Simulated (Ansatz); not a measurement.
The calculation's input:

```
crystal:
  periodic: [false, false, false]
  atoms:
    - { symbol: Mg, position_ang: [-0.465461, -0.295273, -0.186267] }
    - { symbol: H, position_ang: [0.660652, 2.213774, 1.059573] }
    - { symbol: C, position_ang: [0.603065, -1.744658, 0.892485] }
    - { symbol: H, position_ang: [-0.017319, 1.421701, -1.883786] }
    - { symbol: O, position_ang: [-1.959406, 0.864998, -0.883155] }
    - { symbol: H, position_ang: [0.817173, 2.0945, 0.381196] }
    - { symbol: F, position_ang: [0.713979, 0.993677, -1.504379] }
    - { symbol: H, position_ang: [1.09003, -1.299785, 1.787911] }
    - { symbol: H, position_ang: [-0.041877, -2.573513, 1.254735] }
    - { symbol: H, position_ang: [1.411595, -2.203298, 0.282539] }
    - { symbol: H, position_ang: [-2.812332, 0.528077, -1.200851] }
magnetization:
  spin_polarized: true
basis:
  gaussian: { orbitals: def2-SVP }
hamiltonian:
  xc: pbe
  dispersion: d4
relax:
  f_tol: 0.03
  max_steps: 50
output:
  orbitals: {}
```

Command:

```sh
ansatz run input.yaml --threads 4 --pin off --max-ram 5120MiB --backend cpu --events-out ev --progress --plain --runs-dir out
```

The fields are those of the run's last geometry, not of the input's.

Level of theory: UKS PBE-D4/def2-SVP in Ansatz.

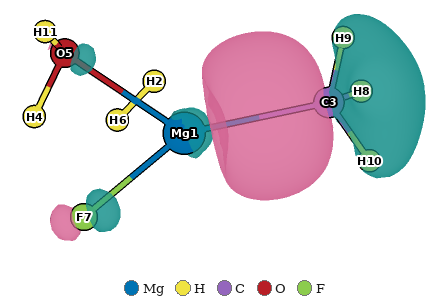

CH$_{5}$FMgO···H$_{2}$. One frontier orbital at ±0.15 Å⁻³ᐟ² (teal and pink are the two phases), seen from one side.

Q: Which orbital is it: HOMO or LUMO?

A: The HOMO, at −5.56 eV. It lies mainly on C3 (about 55 %) and Mg1 (about 20 %).
